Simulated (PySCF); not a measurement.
C$_{4}$H$_{8}$, triplet, SMILES `[CH2]CC[CH2]`.

Level of theory: HF/def2-TZVP (PySCF), at a geometry from GFN2-xTB. No frequency check shows the geometry to be a minimum. The stability of the open-shell solution wasn't checked. GFN2-xTB doesn't know the spin state, so this open-shell geometry is rough.

Cartesian coordinates (Å):

```
C1      -1.5065   -0.5880    0.1780
C2      -0.7145    0.5688   -0.2738
C3       0.7111    0.5711    0.2772
C4       1.5082   -0.5810   -0.1777
H5      -2.5022   -0.7360   -0.1922
H6      -1.1010   -1.2940    0.8739
H7      -0.6795    0.5911   -1.3729
H8      -1.2175    1.5046    0.0179
H9       1.2069    1.5110   -0.0172
H10      0.6799    0.5926    1.3752
H11      2.4734   -0.7709    0.2493
H12      1.1504   -1.2242   -0.9561
```

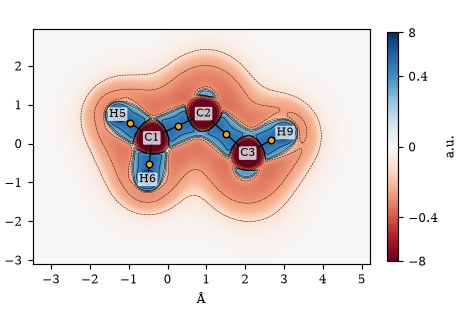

Negative Laplacian of the density (−∇²ρ) in the plane of C1, C2, C3, H5, H6 and H9 (blue positive, red negative, colour scale in a.u., logarithmic beyond ±0.04), with bond paths and bond critical points (dots).

**Sort the bonds in the plane by the sign of ∇²ρ at their critical points.**

Concentrated (∇²ρ < 0): C1–H6 (−1.10 a.u.); C1–H5 (−1.10 a.u.); C1–C2 (−0.88 a.u.); C3–H9 (−0.99 a.u.); C2–C3 (−0.75 a.u.). At none is it depleted.

**Where along C1–H6 does the critical point lie?**

0.68 Å from C1 and 0.39 Å from H6.
